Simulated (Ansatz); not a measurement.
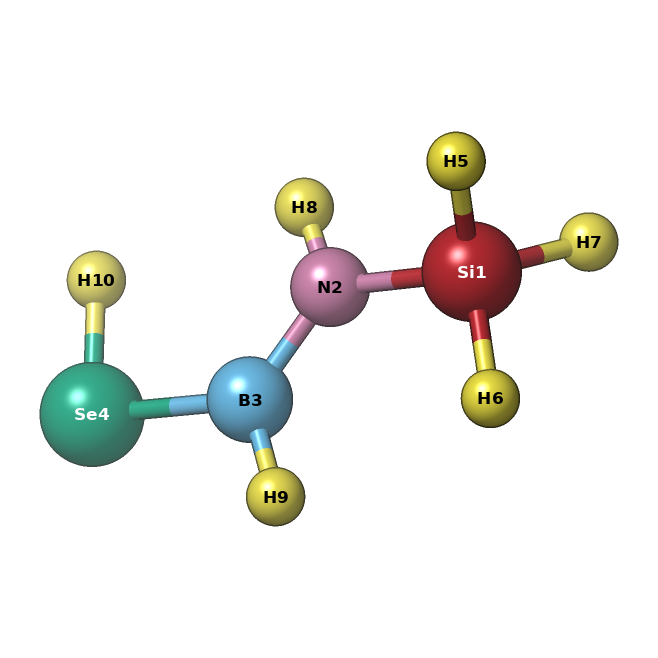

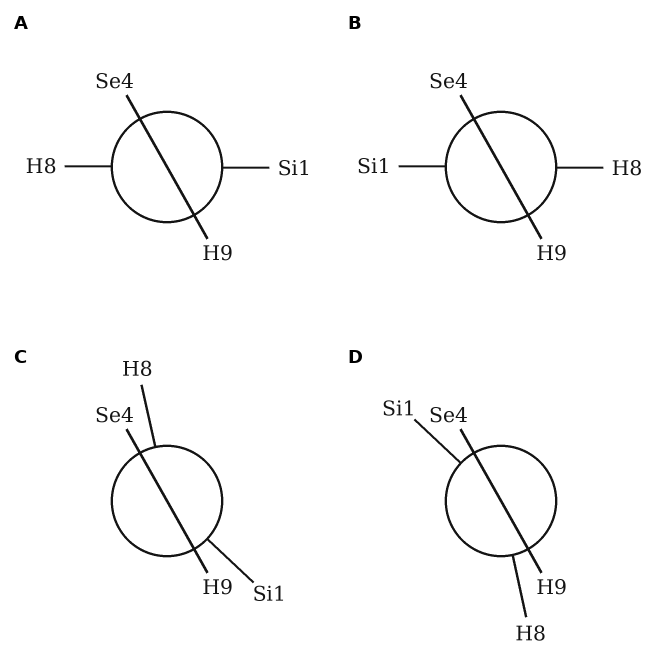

Depth is shown by fading: the farther an atom, the more it takes the colour of the background. Bonds that would overlap in a projection are set slightly apart. The computed structure is the end point of a PBE0-D4/def2-TZVP optimisation. No frequency run is at hand to confirm it as a minimum.

Q: Which Newman projection shows the view along B3–N2, with B3 in front?

A: C. The torsion angle Se4–B3–N2–Si1 is 180°, antiperiplanar (anti).
